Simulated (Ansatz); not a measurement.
# A small benchmark: atomisation enthalpy at 298 K

6 molecules with oxygen; the atomisation enthalpy at 298 K in kJ/mol, computed less measured. Shapes, held fixed at every level: PBE0-D4/def2-TZVP. Flexible molecules stand in one conformer, not always the lowest. Thermal terms are harmonic and unscaled (PBE0-D4/def2-TZVP); the spin-orbit lowering of the free atoms is taken from their spectra. Programs: Ansatz 0.2.0. Measured values: Active Thermochemical Tables, CRC Handbook of Chemistry and Physics, NIST-JANAF tables.

Levels: A = r2SCAN-D4/def2-TZVPP; B = B3LYP-D4/def2-TZVPP; C = PBE0-D4/def2-TZVPP.

```json
{"molecule": "NOF (nitrosyl fluoride)", "from tabulated heats": "867", "A": "+38", "B": "+29", "C": "+21"}
{"molecule": "B(OH)F2 (difluorohydroxyborane)", "from tabulated heats": "2280", "A": "+20", "B": "-8", "C": "-7"}
{"molecule": "C2H5O (ethoxy radical)", "from tabulated heats": "2784", "A": "+28", "B": "+19", "C": "+26"}
{"molecule": "C2HF3O2 (trifluoroacetic acid)", "from tabulated heats": "3420", "A": "+30", "B": "-36", "C": "+16"}
{"molecule": "C3H3NO (oxazole)", "from tabulated heats": "3542", "A": "+19", "B": "+4", "C": "+54"}
{"molecule": "C2H6OS (dimethyl sulfoxide)", "from tabulated heats": "3419", "A": "+15", "B": "-11", "C": "+5"}
```

**Question.** Sum up the errors.

**Answer.** 
```tsv
level	kind	mean error	mean absolute error	worst case
r2SCAN-D4/def2-TZVPP	meta-GGA	+25.0	25.0	NOF
B3LYP-D4/def2-TZVPP	global hybrid	-0.5	17.8	C2HF3O2
PBE0-D4/def2-TZVPP	global hybrid	+19.2	21.5	C3H3NO
```

On this set B3LYP-D4/def2-TZVPP has the smallest mean absolute error and r2SCAN-D4/def2-TZVPP the largest. r2SCAN-D4/def2-TZVPP is too high in 6 of 6; PBE0-D4/def2-TZVPP is too high in 5 of 6. The heats of C2HF3O2 come from older tables and can be uncertain by 10 kJ/mol or more. Heats of the atoms come from ATcT where it has them, that of boron, 570 kJ/mol, from recent work. The tabulated values of NOF, B(OH)F2 are in doubt (older tables, estimates, or at odds with other calculations) and kept here. Over the 4 molecules whose values aren't doubted the mean absolute errors are A 23.0; B 17.5; C 25.2. The largest two are near a tie. Open shells run unrestricted. The set is small.

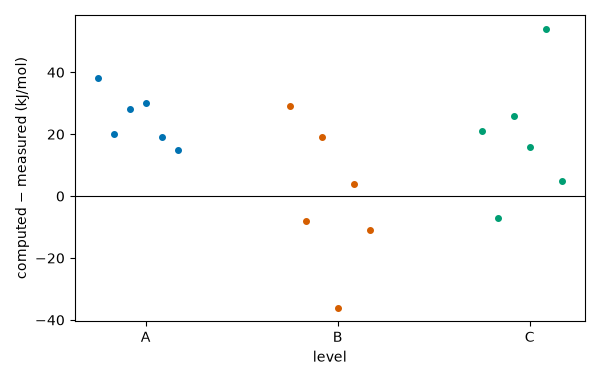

Errors of each level, one point a molecule.
